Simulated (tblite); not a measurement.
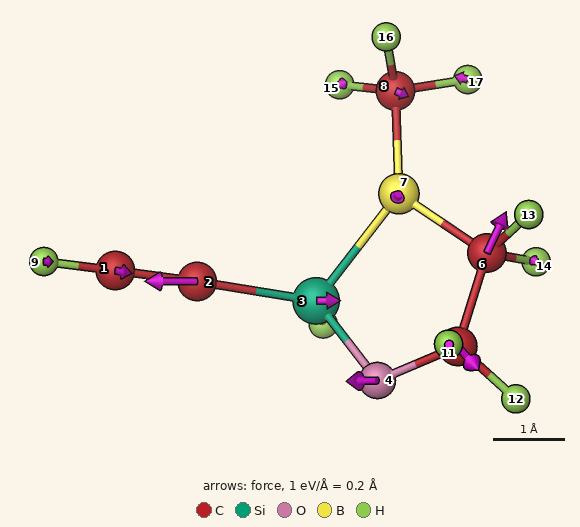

Starting geometry of C5H9BOSi with the computed forces as purple arrows. The picture is a ball-and-stick view, seen at a tilt.

Level of theory: GFN2-xTB geometry optimisation, gas phase (tblite 0.8.0). 

What follows when this structure is relaxed?

Answer. It isn't relaxed: the largest force vector, on a C atom, is 3.95 eV/Å. The final displacements have little in common with the starting forces (cosine between the two patterns 0.14). An H atom moves most after the best rigid fit: 0.76 Å. By element the largest moves are H 0.76 Å, O 0.36 Å, B 0.35 Å, C 0.32 Å, Si 0.24 Å. Near-neighbour distances that change, for instance: C–C 1.456 → 1.541 Å, C–Si 1.790 → 1.868 Å, C–O 1.340 → 1.400 Å, C–H 1.132 → 1.098 Å. Bond angles that change, for instance: B–Si–H 111.0° → 128.3°, B–C–H 105.0° → 114.5°, O–Si–H 110.1° → 101.9°. Groups turn about O–Si by about 30°. The energy falls by 16.6 kcal/mol in 113 geometry steps. Cost: 0.69 s on 1 thread of Arm Neoverse V2, on a shared host.
